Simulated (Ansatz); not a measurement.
# S₂F₂: molecular dynamics

The run: molecular dynamics of S₂F₂, SMILES FSSF. Method and program: RKS PBE, rpa/def2-SVP (Ansatz 0.2.0).

The geometry comes from this level: PBE0-D4/def2-TZVP.

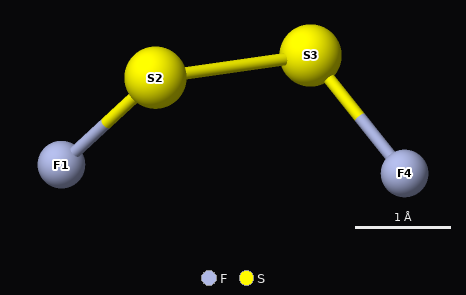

The structure as given in the input (ball-and-stick view, seen at a tilt; atoms are numbered from 1 in the order of the input).

Input file:
```yaml
crystal:
  periodic: [false, false, false]
  atoms:
    - {symbol: F, position_ang: [-1.784062, -0.198740, -0.621120]}
    - {symbol: S, position_ang: [-0.467414, 0.764627, -0.631879]}
    - {symbol: S, position_ang: [1.044718, -0.276866, -0.185188]}
    - {symbol: F, position_ang: [1.206747, -0.289009, 1.438186]}
basis:
  gaussian: {orbitals: def2-SVP}
hamiltonian: {xc: {name: PBE}}
correlation: {method: rpa}
md: {timestep: 0.5 fs, n_steps: 50, ensemble: nve, temperature: 1500, initial_velocities: maxwell_boltzmann, seed: 250}
```

Launched with:
```bash
ansatz run in.yaml --threads 4 --pin off --events-out ev --progress --plain --max-ram 10444MiB
```

What the program printed:
```
Error: forces are implemented only for Hartree–Fock and Kohn–Sham states of molecules, for MP2, coupled cluster and FCI on these and for active spaces without a correction or with SC-NEVPT2: ask for no forces
```

What the run reported:

```json
{"quantity": "outcome", "value": "refused by the program"}
{"quantity": "hardware", "value": "4 threads of Arm Neoverse V1, 23 GiB of memory available, shared host"}
```

What went wrong:

The program refused the input: “forces are implemented only for Hartree–Fock and Kohn–Sham states of molecules, for MP2, coupled cluster and FCI on these and for active spaces without a correction or with SC-NEVPT2: ask for no forces”
